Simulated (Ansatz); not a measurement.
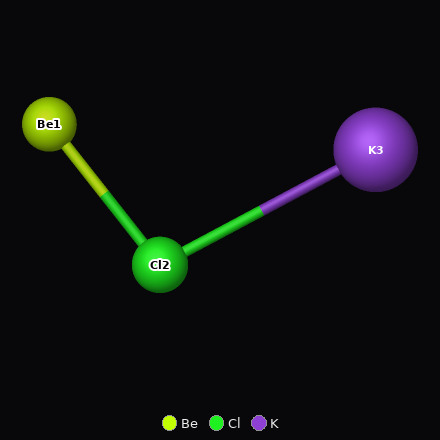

The system is Be + ClK; the picture shows the reference structure. Coordinates scanned: (1) distance Be1–Cl2; (2) distance Cl2–K3. Nothing is relaxed (the angle Be1–Cl2–K3 is fixed at 100 degrees). The grid has 16 × 16 points. Points are written as (first, second). Energies are in eV, from Be far from the relaxed ClK (each part in its own basis). The reference is spin-restricted, so regions where a bond is pulled apart into radicals lie too high. All numbers below come from Ansatz, RKS PBE0-D4/def2-SVPD.

Its coordinates:

```
atom    x (Å)   y (Å)   z (Å)
  Be  -2.0630  0.0000  0.0000
  Cl   0.0000  0.0000  0.0000
   K   0.4860  2.7565  0.0000
```

Range: distance Be1–Cl2 from 1.584 to 3.584 Å; distance Cl2–K3 from 2.440 to 4.440 Å.

### What will the energy surface look like?

The lowest grid point is at (2.063 Å, 2.799 Å), −0.72 eV from Be far from the relaxed ClK (each part in its own basis). No other kind of well shows on this grid. The highest grid point, (3.584 Å, 4.440 Å), lies 2.05 eV above the lowest. Round the minimum the valley is somewhat tilted: raising distance Be1–Cl2 shifts the best value of distance Cl2–K3 downwards (coupling k₁₂/√(k₁₁k₂₂) about 0.2).

```
distance Cl2–K3 ↓, distance Be1–Cl2 →  1.643  1.831  2.063  2.327  2.614  2.920  3.244  3.584
                                4.268   0.70   0.06   0.04   0.32   0.63   0.87   1.06   1.19
                                3.936   0.55  −0.11  −0.16   0.09   0.36   0.58   0.76   0.88
                                3.621   0.44  −0.26  −0.35  −0.14   0.09   0.30   0.46   0.57
                                3.323   0.35  −0.38  −0.51  −0.34  −0.15   0.04   0.18   0.28
                                3.048   0.26  −0.49  −0.66  −0.54  −0.38  −0.22  −0.09   0.01
                                2.799   0.28  −0.51  −0.72  −0.64  −0.50  −0.36  −0.25  −0.16
                                2.586   0.49  −0.33  −0.58  −0.53  −0.42  −0.30  −0.20  −0.12
                                2.440   0.82  −0.01  −0.28  −0.26  −0.16  −0.06   0.03   0.11
```

The table holds every second grid line.

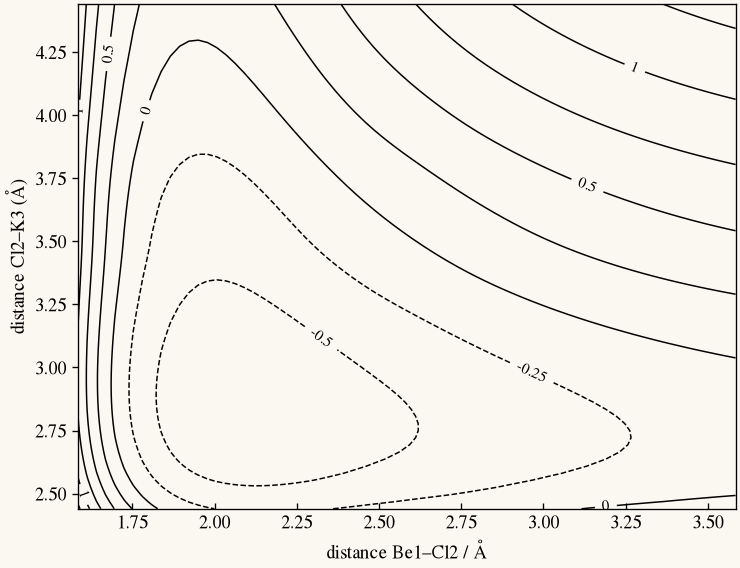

Drawn: contour lines labelled in eV. Between grid points the surface is interpolated.

The whole map (256 points run) took 19 min on 1 thread of Intel(R) Xeon(R) Platinum 8259CL CPU @ 2.50GHz (Skylake/Cascade Lake) (shared host).
